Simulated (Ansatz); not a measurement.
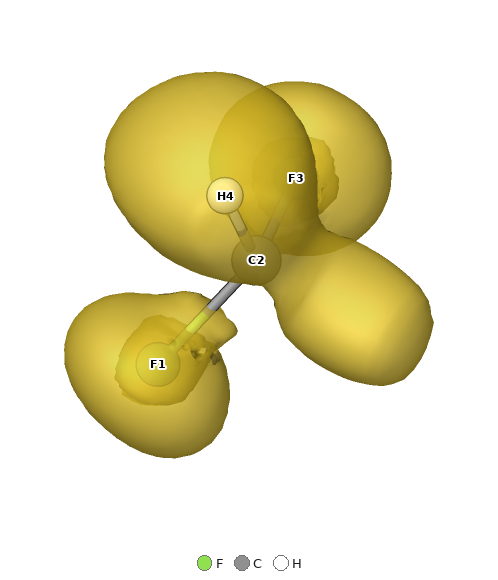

Figure. CHF2 (doublet). Isosurface of the electron localisation function at 0.75 (yellow), seen at an oblique angle. Only the valence region is drawn (cores and ρ < 0.01 e/Å³ removed).

Geometry: PBE0-D4/def2-TZVP.

All numbers below come from UKS PBE0-D4/def2-TZVPP (Ansatz).

```
atom    x (Å)    y (Å)    z (Å)
   F  -1.2083   0.2648  -0.1413
   C   0.0387   0.0635   0.2444
   F   0.4333  -1.1668  -0.0291
   H   0.7363   0.8385  -0.0741
```

Identify the bonds, lone pairs and shells in this picture.

Answer. At this value the surface marks out one region around a hydrogen nucleus and two regions on F in which the atom's valence shell and bonds are merged. Along the contacts the grid gives the following. C–F (1.32 Å): the ELF peaks at about 0.85 between the atoms: a polar covalent bond. C–H (1.09 Å): the ELF climbs to about 1 towards the hydrogen, as it does in any bond to H; an ordinary covalent bond to hydrogen.
